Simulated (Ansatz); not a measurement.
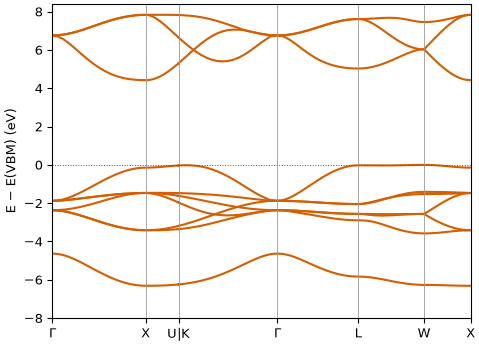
*Band structure from the program Ansatz at the PBE+D3(BJ) level (PAW)*

### Question
Read off the gap and where the band edges lie.

### Answer
About 4.4 eV (4.42 eV by a search for the band edges); maximum at W, minimum at X.

The material is PbF₂ (fluorite, Fm-3m).

The cell was relaxed with PBE+D3(BJ) under the symmetry of its start; phonons on a q-mesh show no instability. Spin–orbit coupling is left out wherever it is not named.

Potentials: the later of the program's two PAW sets.
